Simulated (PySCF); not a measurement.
# CoH3O3 (Co(OH)3): the cost of one run

Programs: PySCF 2.14.0, with routines of our own; each step states its level. All values are computed. Atoms count from 0.

### 1 The starting structure

7 atoms, charge 0, states of the metal's open shell are computed; geometry from: model start, shaken.

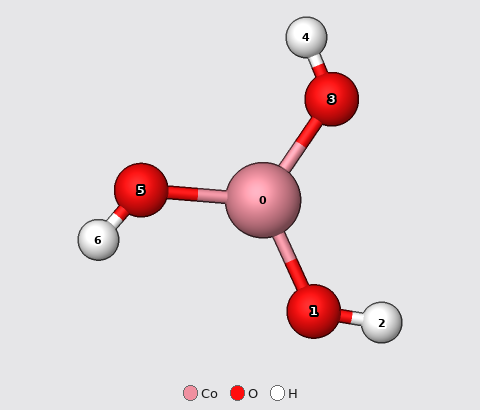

The starting geometry (cobalt pink, oxygen red, hydrogen white); sticks join atoms by distance alone.

### 2 Optimising the geometry at PBE0-D3(BJ)/def2-TZVP

Job settings and geometry (Å):

```
{"job": {"xc": "PBE0", "basis": "def2-TZVP", "d3": "d3bj", "grid": 1, "maxiter": 45, "kind": "geom"}, "charge": 0, "metal": "Co", "open_shell": "d6"}
Co     0.000020     0.004480    -0.004110
O      1.746640    -0.006820    -0.014870
H      2.300900     0.820100    -0.007380
O     -0.889310     1.531550     0.005350
H     -1.841240     1.577900    -0.000440
O     -0.869570    -1.544370    -0.006860
H     -0.485700    -2.411200    -0.027630
```

Command:

```
> OMP_NUM_THREADS=1 python lf_run.py task.json out
```

This one command runs all jobs of the session in turn.

**Question.** How long does this first job take on 1 thread of Arm Neoverse V2, shared host, and how much memory does it need?

About 69 s, with a peak of 0.53 GiB.
